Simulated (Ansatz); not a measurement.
Input file:

```
crystal:
  lattice:
    - [4.0070087016, 0.0, 0.0]
    - [0.0, 4.0070087016, 0.0]
    - [0.0, 0.0, 5.0653665439]
  atoms:
    - { symbol: Cs, position: [0.0, 0.0, 0.0] }
    - { symbol: As, position: [0.5, 0.5, 0.5] }
    - { symbol: H, position: [0.5, 0.5, 0.9133509078] }
    - { symbol: H, position: [0.5, 0.5, 0.0866490922] }
    - { symbol: H, position: [0.5, 0.0, 0.5] }
    - { symbol: H, position: [0.0, 0.5, 0.5] }
kpoints:
  mp_grid: { grid: [8, 8, 6] }
  band_path:
    path:
      - [0.0, 0.0, 0.0]
      - [0.0, 0.5, 0.0]
      - [0.5, 0.5, 0.0]
      - [0.0, 0.0, 0.5]
      - [0.0, 0.5, 0.5]
      - [0.5, 0.5, 0.5]
    npoints: 1
hamiltonian:
  xc: r2scan
  dispersion: rvv10
scf:
  occupations: { method: fermi_dirac, width: 0.03 }
  n_extra_bands: 5
output:
  forces: true
  stress: true
  eigenvalues: true
  write_density: true
  write_potential: true
  elf: true
  volumetric_format: npy
```

Run with:

```sh
ansatz run input.yaml --threads 2 --pin off --max-ram 2211MiB --backend cpu --events-out ev --progress --plain --runs-dir out
```

Below, planes, directions and counts refer to the conventional cell (a = 4.01 Å, b = 4.01 Å, c = 5.07 Å, α = 90.00°, β = 90.00°, γ = 90.00°).

Space group P4/mmm; a structure from a database of computed crystals, not necessarily the ambient phase; started from the RbAlF4-123 prototype, which need not be the ambient phase.

The calculation used DFT, r2SCAN+rVV10, plane waves, PAW (Ansatz).

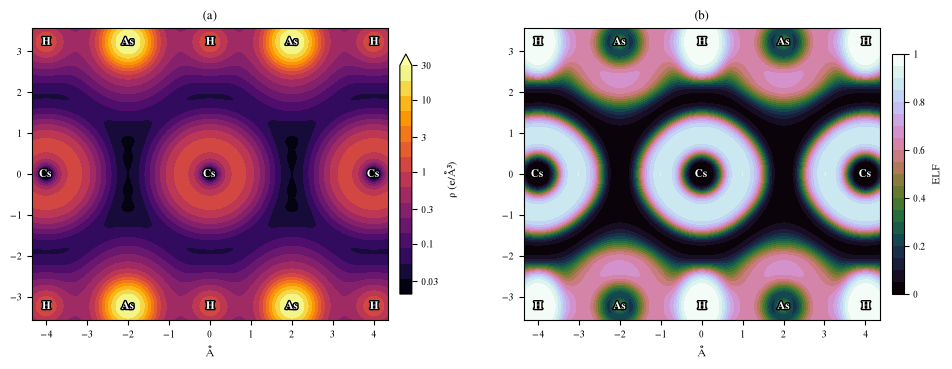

CsAsH4. (a) valence electron density; (b) electron localisation function on the (011) plane of the conventional cell.

The density is the valence pseudo-density of a PAW calculation; it isn't the true density close to the nuclei.

Read the bonding off the picture.

The plane passes through Cs, As and H nuclei. Cs–As (3.80 Å): ρ at the midpoint is about 0.06 e/Å³; the ELF is about 0.05 at the midpoint: no localised pair shows between them. Cs–H (3.23 Å): ρ is about 0.08 e/Å³ halfway; the ELF climbs to about 1 towards the hydrogen. Between the atoms the lowest density in this plane is 0.03 e/Å³. The features right at Cs lie inside the PAW spheres, where the map follows smoothed inner orbitals and isn't to be read closely.
